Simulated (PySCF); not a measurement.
Molecule: Mg(Br)(OH), SMILES [Br][Mg][OH] (HBrMgO). Atoms near the plane z = 1.2 Å, at the CAM-B3LYP/def2-SVP optimised geometry (x, y, z in Å): Mg1 (-0.2, 0.0, 0.0), Br2 (-2.5, 0.0, 0.0), O3 (1.6, 0.0, 0.0), H4 (2.5, 0.0, 0.0).

Method: CAM-B3LYP/def2-TZVP (PySCF 2.14.0). The values are rescaled to run from 0 to 1.

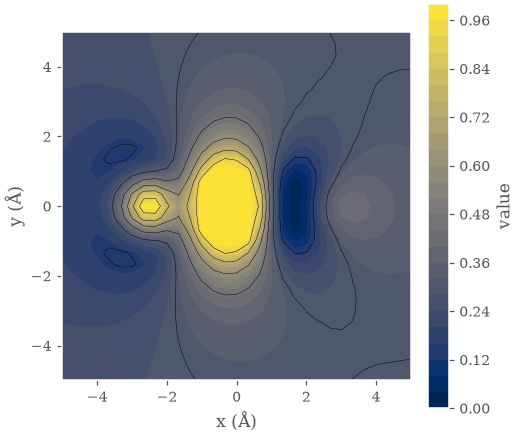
Fig. 1. a field on the plane z = 1.2 Å.

Problem. Which quantity is mapped?
(A) electrostatic potential
(B) log10 of the electron density
(C) deformation density (molecule minus spherical neutral atoms)
(D) an orbital amplitude

Solution. A, electrostatic potential. In full: electrostatic potential (hartree/e), clipped to [-0.08, 0.12].
